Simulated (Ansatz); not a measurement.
The starting structures come from a database of crystals and need not be the phases stable at ambient conditions.

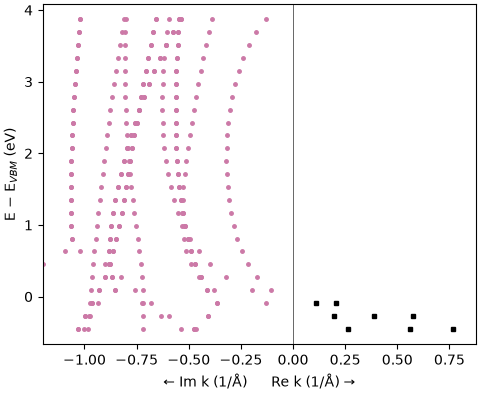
*Complex bands at the centre of the two-dimensional zone; r2SCAN (Ansatz, an electronic-structure program)*

The gap is the functional's own. No spin-orbit coupling. Mid-gap values are interpolated on the energy grid.

Question: This is RbLuO₂ (R-3m, not sure to be the ambient phase, 4 atoms a cell, 16.0 Å³ an atom, 2 GPa at this level) along the normal of (101). Read off the slowest decay at the centre of the two-dimensional zone at 1.89 eV, the computed energy nearest the middle of the gap.

Answer: κ ≈ 0.32 1/Å, a decay length 1/(2κ) of the density of 1.6 Å.
